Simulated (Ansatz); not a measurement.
**How methods differ on BNH2F (SMILES N[B]F)**

BNH2F: 5 atoms, total charge 0, spin state doublet. As SMILES, `N[B]F`. Geometry: relaxed at PBE0-D4/def2-TZVP. This is one conformer, not always the lowest.

Each level gives the vertical ionisation energy (to the singlet cation) (eV). The values are calculated.

```
            level                    kind  program  value (eV)  less FCI/STO-3G  CPU time (all runs)
     UBLYP/STO-3G                     GGA   Ansatz        5.49            +0.61                1.9 s
      UPBE/STO-3G                     GGA   Ansatz        5.62            +0.74                1.9 s
    UB3LYP/STO-3G           global hybrid   Ansatz        5.94            +1.06                  2 s
    UBHLYP/STO-3G           global hybrid   Ansatz        6.18            +1.30                  2 s
UCAM-B3LYP/STO-3G  range-separated hybrid   Ansatz        5.98            +1.10                2.4 s
   UB2PLYP/STO-3G           double hybrid   Ansatz        5.58            +0.70                2.5 s
     UCCSD/STO-3G   coupled cluster or CI   Ansatz        5.06            +0.18               0.28 s
 UCCSDT(Q)/STO-3G   coupled cluster or CI   Ansatz        4.86            -0.02                1.5 s
       FCI/STO-3G      exact in the basis   Ansatz        4.88             0.00              1.7 min
```

FCI/STO-3G is exact within its basis and frozen core, so for wave-function methods in that basis the difference is their error; functionals converge differently with the basis, so for them it is only a difference. The values span 4.86 to 6.18 eV. All rows use very small basis sets, so even the best lies far from the true value. CPU times are rough (shared hosts, several kinds of processor): they show what a rung costs within a factor of a few.

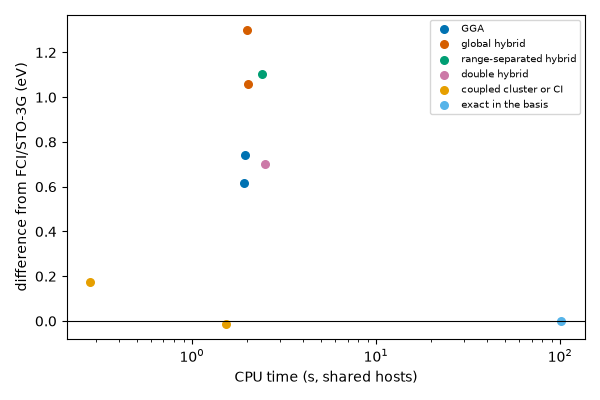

Difference from FCI/STO-3G against processor time, one point a level.
